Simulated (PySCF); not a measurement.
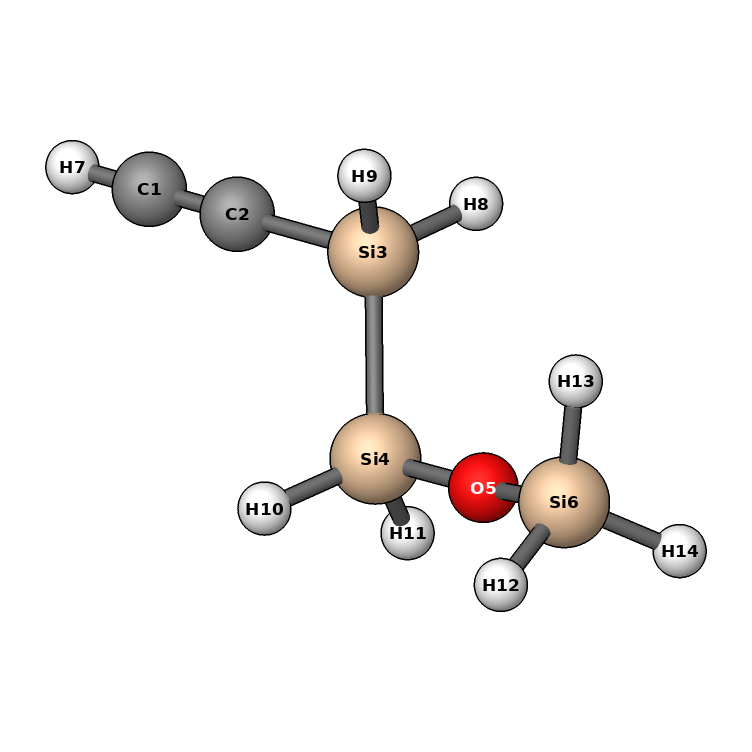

Geometry: an image of a reaction path computed with GFN2-xTB, not a minimum. Properties computed with GIAO PBE0/pcSseg-1 NMR shielding, non-relativistic, gas phase (PySCF 2.14.0). Principal shieldings σ11 ≤ σ22 ≤ σ33, span Ω = σ33 − σ11, skew κ = 3(σiso − σ22)/Ω.

Give the shielding tensors of the C atoms.

| atom | σ11 | σ22 | σ33 | σiso | Ω | κ |
| --- | --- | --- | --- | --- | --- | --- |
| C1 | −5.5 | −3.7 | 251.0 | 80.6 | 256.4 | 0.99 |
| C2 | 11.2 | 13.5 | 290.6 | 105.1 | 279.4 | 0.98 |

Shieldings and span in ppm.
